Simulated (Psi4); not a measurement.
# GeClF (charge +1): single-point calculation

- system: GeClF, charge +1, multiplicity 2
- method: r2SCAN/aug-cc-pVTZ, UKS (Psi4 1.11)

The geometry is that of the parent species in another charge or spin state. The geometry comes from this level: PBE0-D4/def2-TZVP.

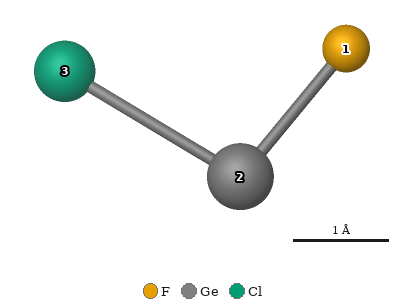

**Figure 1.** The structure as given in the input (ball-and-stick view, seen on its broad side; atoms are numbered from 1 in the order of the input). Sticks mark near contacts. Bond lengths as drawn: Cl–Ge 2.18 Å and F–Ge 1.75 Å.

**Key numbers**

| quantity | value |
| --- | --- |
| outcome | converged |
| total energy | −2636.754663 hartree |
| basis functions | 155 |
| ⟨S²⟩ | 0.759 |
| hardware | 1 thread of AMD EPYC (Zen 2), 12 GiB of memory available, shared host |
| wall time | 84 s |
| peak memory | 1.5 GiB |

**The input (job.inp)**
```
memory 1600 mb

molecule {
  1 2
  F      0.110400     1.418700     0.206200
  Ge    -0.762800     0.035600    -0.410300
  Cl     0.641600    -1.519100     0.191000
  symmetry c1
}

set basis aug-cc-pVTZ
set reference uks
set puream true
set scf_type df
set dft_radial_points 99
set dft_spherical_points 590
set maxiter 100
set df_basis_scf def2-universal-jkfit

energy('r2scan')
```

Launched with:
```bash
psi4 job.inp job.out -n 1
```

**Log**
```
Psi4 1.11 release

   => Loading Basis Set <=

    Name: AUG-CC-PVTZ
    Role: ORBITAL
    Keyword: BASIS

         ---------------------------------------------------------
                                   SCF
                              UKS Reference
                        1 Threads,   1525 MiB Core
         ---------------------------------------------------------

  ==> Geometry <==

    Molecular point group: c1
    Full point group: Cs

    Geometry (in Angstrom), charge = 1, multiplicity = 2:

       Center              X                  Y                   Z               Mass
    ------------   -----------------  -----------------  -----------------  -----------------
         F            0.487872817879     1.609328188104     0.000000000000    18.998403162730
         GE          -0.573631200357     0.220542632566    -0.000000000000    73.921177761000
         CL           0.947548658401    -1.340548324844     0.000000000000    34.968852682000

  Running in c1 symmetry.

  Rotational constants: A =      0.41908  B =      0.12426  C =      0.09584 [cm^-1]
  Rotational constants: A =  12563.66539  B =   3725.36707  C =   2873.36067 [MHz]
  Nuclear repulsion =  246.377351934708940

  Charge       = 1
  Multiplicity = 2
  Electrons    = 57
  Nalpha       = 29
  Nbeta        = 28

  ==> Algorithm <==

  SCF Algorithm Type is DF.
  DIIS enabled.
  MOM disabled.
  Fractional occupation disabled.
  Guess Type is SAD.
  Energy threshold   = 1.00e-06
  Density threshold  = 1.00e-06
  Integral threshold = 1.00e-12

  ==> Primary Basis <==

  Basis Set: AUG-CC-PVTZ
    Blend: AUG-CC-PVTZ
    Number of shells: 49
    Number of basis functions: 155
    Number of Cartesian functions: 183
    Spherical Harmonics?: true
    Max angular momentum: 3

  ==> DFT Potential <==

   => LibXC <=

    Version 7.1.2

   => Composite Functional: R2SCAN <=

    r2SCAN Meta-GGA XC Functional  (0.1021/acs.jpclett.0c02405)

    Deriv               =              1
    GGA                 =           TRUE
    Meta                =           TRUE

    Exchange Hybrid     =          FALSE
    MP2 Hybrid          =          FALSE

   => Exchange Functionals <=

    1.0000   XC_MGGA_X_R2SCAN

   => Correlation Functionals <=

    1.0000   XC_MGGA_C_R2SCAN

   => LibXC Density Thresholds  <==

    XC_MGGA_C_R2SCAN:  1.00E-15
    XC_MGGA_X_R2SCAN:  1.00E-11

   => Molecular Quadrature <=

    Radial Scheme          =       TREUTLER
    Pruning Scheme         =           NONE
    Nuclear Scheme         =       TREUTLER

    Blocking Scheme        =         OCTREE
    BS radius alpha        =              1
    Pruning alpha          =              1
    Radial Points          =             99
    Spherical Points       =            590
    Total Points           =         171902
    Total Blocks           =           1406
    Max Points             =            256
    Max Functions          =            155
    Weights Tolerance      =       1.00E-15

   => Loading Basis Set <=

    Name: DEF2-UNIVERSAL-JKFIT
    Role: JKFIT
    Keyword: DF_BASIS_SCF

  ==> Integral Setup <==

  DFHelper Memory: AOs need 0.092 GiB; user supplied 0.092 GiB.
  SCF_SUBTYPE=INCORE selected. In-core MEM_DF algorithm will be used.
  Using in-core AOs.

  ==> MemDFJK: Density-Fitted J/K Matrices <==

    J tasked:                   Yes
    K tasked:                    No
    wK tasked:                   No
    Memory [MiB]:                94
    Algorithm:                 Core
    Schwarz Cutoff:           1E-12
    Mask sparsity (%):       0.0000
    Fitting Condition:        1E-10

   => Auxiliary Basis Set <=

  Basis Set: DEF2-UNIVERSAL-JKFIT
    Blend: DEF2-UNIVERSAL-JKFIT
    Number of shells: 123
    Number of basis functions: 471
    Number of Cartesian functions: 619
    Spherical Harmonics?: true
    Max angular momentum: 5

  Cached 50.0% of DFT collocation blocks in 0.827 [GiB].

  Minimum eigenvalue in the overlap matrix is 4.6972381284E-04.
  Reciprocal condition number of the overlap matrix is 8.1557905612E-05.
    Using symmetric orthogonalization.

  ==> Pre-Iterations <==

  SCF Guess: Superposition of Atomic Densities via on-the-fly atomic UHF (no occupation information).

   -------------------------
    Irrep   Nso     Nmo
   -------------------------
     A        155     155
   -------------------------
    Total     155     155
   -------------------------

  ==> Iterations <==

                           Total Energy        Delta E     RMS |[F,P]|

   @DF-UKS iter SAD: -2633.71252180827787   -2.63371e+03   0.00000e+00
   @DF-UKS iter   1: -2635.52698132577461   -1.81446e+00   1.40202e-02 ADIIS/DIIS
   @DF-UKS iter   2: -2632.94670702049871    2.58027e+00   2.90560e-02 ADIIS/DIIS
   @DF-UKS iter   3: -2636.65514519530461   -3.70844e+00   2.93869e-03 ADIIS/DIIS
   @DF-UKS iter   4: -2636.36792688968853    2.87218e-01   4.62084e-03 ADIIS/DIIS
   @DF-UKS iter   5: -2636.75286569778427   -3.84939e-01   2.50153e-04 ADIIS/DIIS
   @DF-UKS iter   6: -2636.75369615529098   -8.30458e-04   2.82628e-04 ADIIS/DIIS
   @DF-UKS iter   7: -2636.75432347625201   -6.27321e-04   1.74139e-04 ADIIS/DIIS
   @DF-UKS iter   8: -2636.75461509395700   -2.91618e-04   4.96012e-05 DIIS
   @DF-UKS iter   9: -2636.75465712214645   -4.20282e-05   1.71375e-05 DIIS
   @DF-UKS iter  10: -2636.75466246582482   -5.34368e-06   5.47865e-06 DIIS
   @DF-UKS iter  11: -2636.75466303207850   -5.66254e-07   2.00742e-06 DIIS
   @DF-UKS iter  12: -2636.75466311875789   -8.66794e-08   1.05170e-06 DIIS
   @DF-UKS iter  13: -2636.75466313893594   -2.01780e-08   3.77376e-07 DIIS
  Energy and wave function converged.

  ==> Post-Iterations <==

   Electrons on quadrature grid:
      Nalpha   =   29.0000001807 ; deviation = 1.807e-07
      Nbeta    =   28.0000001601 ; deviation = 1.601e-07
      Ntotal   =   57.0000003409 ; deviation = 3.409e-07

   @Spin Contamination Metric:   9.205499150E-03
   @S^2 Expected:                7.500000000E-01
   @S^2 Observed:                7.592054991E-01
   @S   Expected:                5.000000000E-01
   @S   Observed:                5.000000000E-01

    Orbital Energies [Eh]
    ---------------------

    Alpha Occupied:

       1A   -398.530866     2A   -101.507952     3A    -49.963434
       4A    -44.454601     5A    -44.452951     6A    -44.451874
       7A    -24.747581     8A     -9.656314     9A     -7.405436
      10A     -7.392855    11A     -7.392094    12A     -6.523749
      13A     -4.679158    14A     -4.672785    15A     -4.669995
      16A     -1.496603    17A     -1.488974    18A     -1.488161
      19A     -1.485835    20A     -1.481760    21A     -1.372032
      22A     -1.058095    23A     -0.779428    24A     -0.669931
      25A     -0.635880    26A     -0.634734    27A     -0.571489
      28A     -0.569854    29A     -0.562418

    Alpha Virtual:

      30A     -0.389923    31A     -0.284604    32A     -0.255462
      33A     -0.135817    34A     -0.084979    35A     -0.080208
      36A     -0.076349    37A     -0.069576    38A     -0.068061
      39A     -0.063893    40A     -0.046287    41A     -0.032534
      42A     -0.026211    43A     -0.022707    44A      0.004848
      45A      0.034584    46A      0.040524    47A      0.048704
      48A      0.064784    49A      0.076247    50A      0.081045
      51A      0.097872    52A      0.103850    53A      0.110421
      54A      0.116321    55A      0.127081    56A      0.143024
      57A      0.148423    58A      0.175698    59A      0.215394
      60A      0.232369    61A      0.241300    62A      0.279082
      63A      0.279561    64A      0.289630    65A      0.319792
      66A      0.332183    67A      0.351409    68A      0.360348
      69A      0.436383    70A      0.466687    71A      0.487024
      72A      0.502032    73A      0.518838    74A      0.531596
      75A      0.547032    76A      0.567697    77A      0.581375
      78A      0.635734    79A      0.699314    80A      0.711454
      81A      0.728535    82A      0.741024    83A      0.761252
      84A      0.817865    85A      0.831470    86A      0.860888
      87A      0.882168    88A      0.938595    89A      0.963677
      90A      0.977271    91A      0.979180    92A      0.983360
      93A      0.991074    94A      1.014277    95A      1.025546
      96A      1.051306    97A      1.055658    98A      1.084109
      99A      1.125737   100A      1.149996   101A      1.152173
     102A      1.206205   103A      1.331309   104A      1.336971
     105A      1.360721   106A      1.405522   107A      1.445417
     108A      1.574514   109A      1.719863   110A      2.003002
     111A      2.010352   112A      2.037675   113A      2.097522
     114A      2.104454   115A      2.170411   116A      2.188070
     117A      2.227068   118A      2.402457   119A      2.416621
     120A      2.443278   121A      2.479620   122A      2.508794
     123A      2.512102   124A      2.527136   125A      2.540096
     126A      2.566455   127A      2.592961   128A      2.636299
     129A      2.671592   130A      2.711458   131A      2.730146
     132A      2.760301   133A      2.832161   134A      3.004517
     135A      3.045442   136A      3.101338   137A      3.307720
     138A      3.669791   139A      4.687129   140A      4.764780
     141A      4.965670   142A      5.640520   143A      8.218010
     144A      8.233943   145A      8.265269   146A      8.285165
     147A      8.471144   148A      8.486727   149A      8.517389
     150A      8.605012   151A      8.627034   152A      8.707126
     153A      8.733212   154A      8.742980   155A     13.334941

    Beta Occupied:

       1A   -398.529815     2A   -101.504484     3A    -49.963383
       4A    -44.454450     5A    -44.452076     6A    -44.451302
       7A    -24.741564     8A     -9.654439     9A     -7.397393
      10A     -7.391258    11A     -7.390096    12A     -6.522638
      13A     -4.677683    14A     -4.671217    15A     -4.668996
      16A     -1.493424    17A     -1.485666    18A     -1.485100
      19A     -1.483338    20A     -1.478734    21A     -1.360377
      22A     -1.036688    23A     -0.757941    24A     -0.646071
      25A     -0.630386    26A     -0.624021    27A     -0.563373
      28A     -0.552849

    Beta Virtual:

      29A     -0.508567    30A     -0.364423    31A     -0.259055
      32A     -0.233230    33A     -0.134391    34A     -0.090437
      35A     -0.089210    36A     -0.078017    37A     -0.070364
      38A     -0.067183    39A     -0.060822    40A     -0.047069
      41A     -0.033791    42A     -0.023036    43A     -0.015907
      44A      0.004177    45A      0.025575    46A      0.037183
      47A      0.050239    48A      0.069425    49A      0.073825
      50A      0.077376    51A      0.091667    52A      0.093497
      53A      0.112441    54A      0.113849    55A      0.125158
      56A      0.140464    57A      0.150875    58A      0.183259
      59A      0.219078    60A      0.232639    61A      0.243249
      62A      0.277731    63A      0.280420    64A      0.292724
      65A      0.316808    66A      0.334927    67A      0.358769
      68A      0.367517    69A      0.429097    70A      0.472188
      71A      0.476827    72A      0.500274    73A      0.533999
      74A      0.540136    75A      0.553753    76A      0.574201
      77A      0.588663    78A      0.639654    79A      0.701384
      80A      0.717533    81A      0.731621    82A      0.743320
      83A      0.758302    84A      0.824775    85A      0.833507
      86A      0.861988    87A      0.892322    88A      0.958775
      89A      0.959443    90A      0.980069    91A      0.980752
      92A      0.992834    93A      1.013747    94A      1.024193
      95A      1.038778    96A      1.057750    97A      1.072408
      98A      1.108046    99A      1.127454   100A      1.150323
     101A      1.162662   102A      1.212958   103A      1.347664
     104A      1.348156   105A      1.374409   106A      1.420745
     107A      1.453407   108A      1.579517   109A      1.721621
     110A      2.011434   111A      2.021493   112A      2.050914
     113A      2.111718   114A      2.119215   115A      2.195568
     116A      2.196154   117A      2.239742   118A      2.409350
     119A      2.424508   120A      2.456402   121A      2.483026
     122A      2.514569   123A      2.522784   124A      2.535698
     125A      2.553721   126A      2.581100   127A      2.613201
     128A      2.655623   129A      2.676953   130A      2.730547
     131A      2.753860   132A      2.780124   133A      2.852344
     134A      3.015549   135A      3.055451   136A      3.113136
     137A      3.318633   138A      3.683044   139A      4.691554
     140A      4.778151   141A      4.986770   142A      5.644765
     143A      8.225893   144A      8.242294   145A      8.280944
     146A      8.300545   147A      8.491324   148A      8.513382
     149A      8.541893   150A      8.614569   151A      8.641257
     152A      8.725402   153A      8.754905   154A      8.771965
     155A     13.346446

    Final Occupation by Irrep:
              A
    DOCC [    28 ]
    SOCC [     1 ]
    NA   [    29 ]
    NB   [    28 ]

  @DF-UKS Final Energy: -2636.75466313893594

   => Energetics <=

    Nuclear Repulsion Energy =            246.3773519347089405
    One-Electron Energy =               -4144.2006751323460776
    Two-Electron Energy =                1378.4323688027604931
    DFT Exchange-Correlation Energy =    -117.3637087440591671
    Empirical Dispersion Energy =           0.0000000000000000
    VV10 Nonlocal Energy =                  0.0000000000000000
    Total Energy =                      -2636.7546631389359391

  UHF NO Occupations:
  HONO-2 :   27  A 1.9994653
  HONO-1 :   28  A 1.9966438
  HONO-0 :   29  A 1.0000000
  LUNO+0 :   30  A 0.0033562
  LUNO+1 :   31  A 0.0005347
  LUNO+2 :   32  A 0.0003290
  LUNO+3 :   33  A 0.0002063

Computation Completed

Properties will be evaluated at   0.000000,   0.000000,   0.000000 [a0]

Properties computed using the SCF density matrix

 Multipole Moments:

 ------------------------------------------------------------------------------------
     Multipole            Electronic (a.u.)      Nuclear  (a.u.)        Total (a.u.)
 ------------------------------------------------------------------------------------

 L = 1.  Multiply by 2.5417464519 to convert [e a0] to [Debye]
 Dipole X            :         -5.0023775            4.0496531           -0.9527244
 Dipole Y            :          1.9657310           -2.3583850           -0.3926539
 Dipole Z            :          0.0000000            0.0000000            0.0000000
 Magnitude           :                                                    1.0304664

 ------------------------------------------------------------------------------------

	total time  =         82 seconds =       1.37 minutes

    Psi4 run time: 0:01:22.34
```
